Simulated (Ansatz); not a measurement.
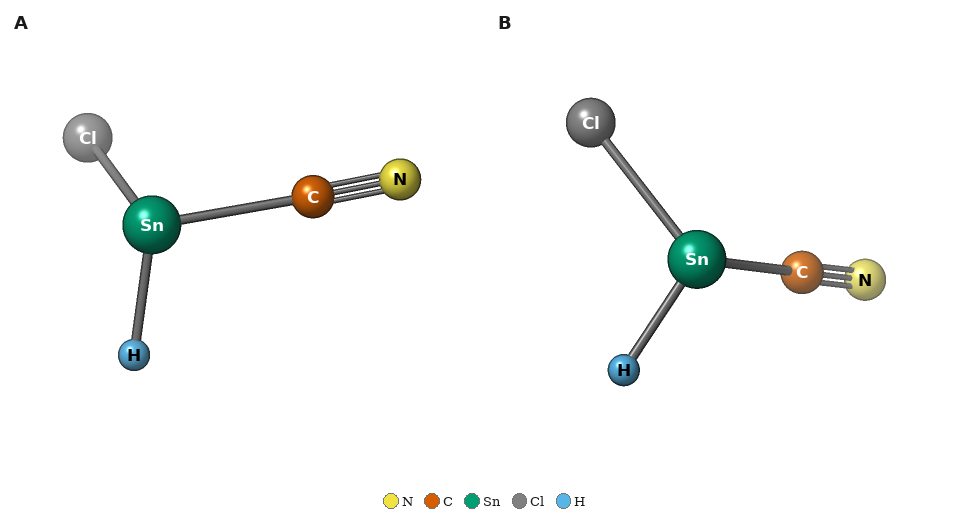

Depth is shown by fading: the farther an atom, the more it takes the colour of the background. State: neutral, doublet. The computed structure is the end point of a PBE0-D4/def2-TZVP optimisation.

> Can A be turned into B by a rotation alone?

Yes. They are the same structure, CHClNSn (N#[C][SnH][Cl]), seen from two directions: a rotation takes one into the other. The geometry is chiral (C1), so its mirror image would differ.
